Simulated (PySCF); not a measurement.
# N2H (dinitrogen monohydride): levels of theory compared

We compute a comparison of 6 runs (UHF/STO-3G, UB3LYP/6-31G*, UB3LYP/def2-TZVPPD, UBHLYP/def2-TZVPPD, UM06-2X/def2-TZVPPD, USCS-MP2/def2-TZVPPD) of N2H (dinitrogen monohydride). The job is set up through a Python script.

The results are computed with PySCF 2.14.0.

1 further run of the same task is left out (set aside as unsound or not needed).

### Step 1. The structure to begin with

N2H: 3 atoms, total charge 0, spin state doublet. As SMILES, `[N]=N`. Geometry: relaxed at PBE0-D4/def2-TZVP.

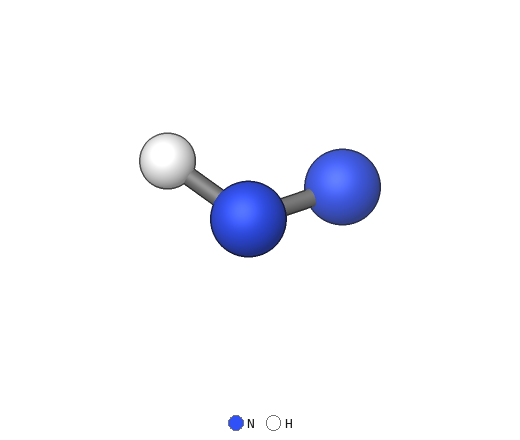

Viewed from a chosen angle; nitrogen blue, hydrogen white.

### Step 2. The energy at UHF/STO-3G (run 1)

job.py reads:

```python
from pyscf import gto

mol = gto.M(
    atom='N 0.710530 -0.606720 0.326180; N -0.268660 -0.217710 -0.170100; H -0.441870 0.824430 -0.156080',
    spin=1,
    verbose=3,
    max_memory=1860,
    basis='sto-3g',
)

calc0 = mol.UHF()
calc0.conv_tol = 1e-10
calc0.kernel()
if not calc0.converged:
    calc0 = calc0.newton().run(calc0.mo_coeff, calc0.mo_occ)

e_final = calc0.e_tot
print('Final energy', e_final)
```

The run is started by

```
$ OMP_NUM_THREADS=1 python job.py
```

The program printed:

```text
converged SCF energy = -107.986588381562  <S^2> = 0.92194268  2S+1 = 2.165126
Final energy -107.98658838156227
```

Wall time 0.6 s (1 thread of Arm Neoverse V2, shared host); peak memory 0.12 GiB.

### Step 3. The energy at UB3LYP/6-31G(d) (spherical functions) (run 2)

run.py reads:

```python
# dinitrogen monohydride
from pyscf import gto, dft

mol = gto.M(
    atom='N 0.710530 -0.606720 0.326180; N -0.268660 -0.217710 -0.170100; H -0.441870 0.824430 -0.156080',
    basis='6-31g*',
    verbose=4,
    spin=1,
    max_memory=1860,
)

mf = dft.UKS(mol)
mf.xc = 'b3lyp'
mf.grids.level = 5
mf.conv_tol = 1e-10
mf.kernel()
if not mf.converged:
    mf = mf.newton().run(mf.mo_coeff, mf.mo_occ)

e_final = mf.e_tot
print('E(%s) = %.9f' % ('B3LYP', e_final))
```

The run is started by

```
$ OMP_NUM_THREADS=1 python run.py
```

The program printed:

```text
PySCF version 2.14.0

[INPUT] num. atoms = 3
[INPUT] num. electrons = 15
[INPUT] charge = 0
[INPUT] spin (= nelec alpha-beta = 2S) = 1
[INPUT] symmetry False subgroup None
[INPUT] Mole.unit = angstrom
[INPUT] Symbol           X                Y                Z      unit          X                Y                Z       unit  Magmom
[INPUT]  1 N      0.710530000000  -0.606720000000   0.326180000000 AA    1.342707103287  -1.146534634296   0.616390867311 Bohr   0.0
[INPUT]  2 N     -0.268660000000  -0.217710000000  -0.170100000000 AA   -0.507693820626  -0.411412274579  -0.321442413789 Bohr   0.0
[INPUT]  3 H     -0.441870000000   0.824430000000  -0.156080000000 AA   -0.835013282662   1.557946908875  -0.294948453522 Bohr   0.0

nuclear repulsion = 27.7196870231311
number of shells = 14
number of NR pGTOs = 58
number of NR cGTOs = 30
basis = 6-31g*
ecp = {}

[... 34 lines left out ...]
WARN: HOMO -0.141675193977244 >= LUMO -0.141675193977245
[... 50 lines left out ...]
converged SCF energy = -110.02592276812  <S^2> = 0.75441323  2S+1 = 2.0044084
E(B3LYP) = -110.025922768
```

Wall time 3.6 s (1 thread of Arm Neoverse V2, shared host); peak memory 0.21 GiB.

Runs 3 to 5 aren't shown in full; the table further down has their settings and results.

### Step 4. The energy at USCS-MP2/def2-TZVPPD (run 6)

input.py reads:

```python
from pyscf import gto, mp

mol = gto.M(
    atom='''
N      1.342707    -1.146535     0.616391
N     -0.507694    -0.411412    -0.321442
H     -0.835013     1.557947    -0.294948
''',
    spin=1,
    max_memory=1860,
    unit='bohr',
    basis='def2-tzvppd',
    verbose=3,
)

myscf = mol.UHF()
myscf.conv_tol = 1e-10
myscf.kernel()
if not myscf.converged:
    myscf = myscf.newton().run(myscf.mo_coeff, myscf.mo_occ)

pt = mp.MP2(myscf, frozen=2).run()
energy = myscf.e_tot + 1.2 * pt.e_corr_os + pt.e_corr_ss / 3
print('E = %.10f Eh' % energy)
```

The run is started by

```
$ OMP_NUM_THREADS=1 python input.py
```

The program printed:

```text
converged SCF energy = -109.473273259335  <S^2> = 0.84883201  2S+1 = 2.0965038
E(UMP2) = -109.832707860032  E_corr = -0.359434600697031
E(SCS-UMP2) = -109.825678003944  E_corr = -0.352404744608103
E = -109.8256780039 Eh
```

It took 2.8 s on 1 thread of Arm Neoverse V2, shared host; peak memory 0.2 GiB.

### Step 5. The series

```tsv
run	level	integration grid	frozen core orbitals	energy (Eh)	dipole moment (D) of the reference	HOMO energy (eV)	LUMO energy (eV)	wall time
1	UHF/STO-3G	–	–	-107.986588	1.81	-8.49	7.65	0.6 s
2	UB3LYP/6-31G* (spherical functions)	5	–	-110.025923	1.90	-5.71	-1.64	3.6 s
3	UB3LYP/def2-TZVPPD	5	–	-110.081183	1.87	-6.07	-2.08	12 s
4	UBHLYP/def2-TZVPPD	5	–	-110.014686	1.92	-7.92	-0.32	12 s
5	UM06-2X/def2-TZVPPD	5	–	-110.030132	1.93	-7.59	-0.75	29 s
6	USCS-MP2/def2-TZVPPD	–	2	-109.825678	1.91	-10.60	2.57	2.8 s
```

### Step 6. Summary of results

| quantity | value |
| --- | --- |
| run 6: total energy | -109.82568 Eh |
| run 6: dipole moment (Hartree–Fock density) | 1.91 D |
| run 6: HOMO energy (Hartree–Fock orbitals) (highest over α and β) | -10.60 eV |
| run 6: LUMO energy (Hartree–Fock orbitals) (lowest over α and β) | 2.57 eV |
| run 6: correlation energy (2 core orbitals frozen) | -352.4 mEh |
| run 6: ⟨S²⟩ of the reference determinant | 0.849 |

Over runs 1, 2, 3, 4, 5 the dipole moment (its size) runs from 1.81 D (UHF/STO-3G) to 1.93 D (UM06-2X/def2-TZVPPD). The two ends differ in method and basis. Totals of different functionals can't be ranked against each other. In run 1 the basis is minimal, so the values are rough. Spin contamination of the reference: run 1 ⟨S²⟩ = 0.92. All runs together took 60 s, the longest 29 s.
